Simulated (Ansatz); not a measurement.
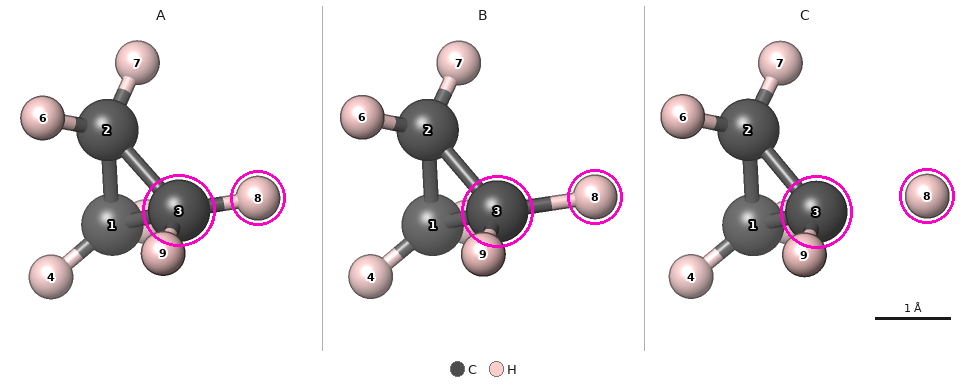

Energy scan for C$_{3}$H$_{6}$, in which one C–H bond length is varied, with all other coordinates relaxed. The picture is a ball-and-stick view, seen from a free direction. The ringed atoms are those of the scanned coordinate.

Computed with Ansatz: CCSD(T), basis def2-TZVPP, on geometries relaxed under the constraint at PBE0-D4/def2-TZVP. Coupled cluster with a frozen core. Energies are counted from the PBE0-D4/def2-TZVP minimum geometry at the same level.

Q: Order these geometries by energy, lowest first.

A: Lowest first: A (the distance 1.083 Å, 0.0 kJ/mol), B (the distance 1.340 Å, 70.4 kJ/mol), C (the distance 1.516 Å, 149.2 kJ/mol). Over the whole scan: of the computed points the lowest is at the distance 1.083 Å, 0.0 kJ/mol. The end points stand at 35.9 kJ/mol (0.953 Å) and 149.2 kJ/mol (1.516 Å). The curvature at the lowest point is about 35 eV/Å² (5.7 mdyn/Å). The well is steeper on the short side, as for any bond.
